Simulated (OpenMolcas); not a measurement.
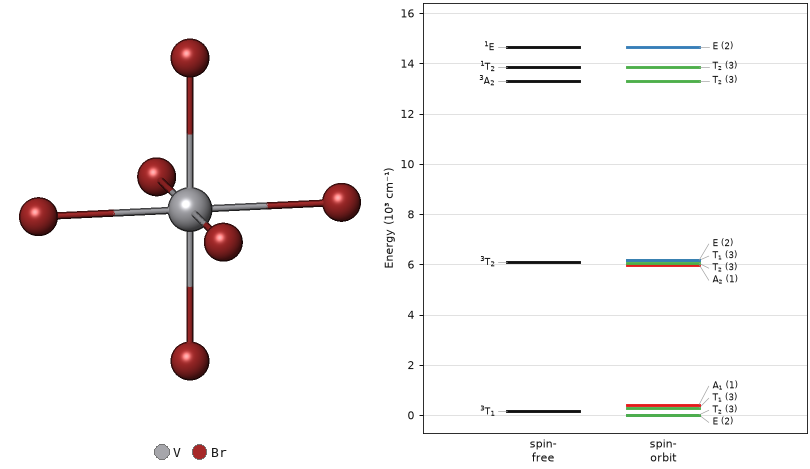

V³⁺ (3d²) as a dopant in Cs₂NaYBr₆, a cluster with its 6 nearest Br⁻ at 2.799 Å (octahedron) embedded in model potentials and point charges; the geometry was set, not optimised, and its levels. Labels give the representation in O, Td, D4 or D3 as the site allows (double group for half-integer spin) where it could be assigned and, in brackets, the degeneracy; spin-free states, where drawn, share the zero of the spin-orbit levels. Computed with OpenMolcas: state-averaged CASSCF, active space 2 electrons in the shell 3d, basis ANO-RCC-VDZP on all atoms, DKH2 scalar Hamiltonian, spin-orbit coupling by RASSI with atomic mean-field integrals.

Question: What does the figure show?

Answer: The ground level is E, doubly degenerate, 100 % from states of spin multiplicity 3. Its principal g values are all close to zero. The next level lies at 7.5 cm⁻¹ (T₂). The lowest spin-free state is ³T₁; of the same spin there follow at 5,950 cm⁻¹ (³T₂) and 13,200 cm⁻¹ (³A₂) above it. A ligand-field fit to the spin-free states gives |10Dq| = 6,590 cm⁻¹, B = 942 and C = 3,560 cm⁻¹ (rms misfit 300 cm⁻¹). The active orbitals hold 89 to 98 % metal character (Löwdin), and the Mulliken charge of the metal is +0.92.

Known limits: covalent bonds, ligand orbitals missing from the active space; the geometry is set by hand, with no relaxation and no charge compensation.
